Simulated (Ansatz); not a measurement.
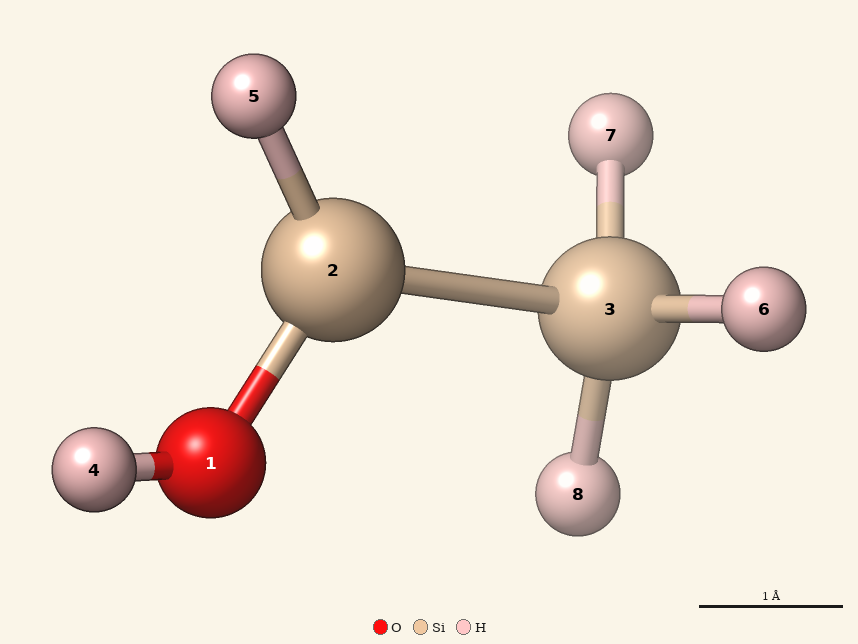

Orthographic view. Depth is shown by fading: the farther an atom, the more it takes the colour of the background. The species has charge +1 and is a spin singlet. Computed geometry: PBE-D4/def2-SVP optimisation. No frequency run is at hand to confirm it as a minimum.

Write the connection table.

O1: Si2, H4
Si2: O1, Si3, H5
Si3: Si2, H6, H7, H8
H4: O1
H5: Si2
H6: Si3
H7: Si3
H8: Si3
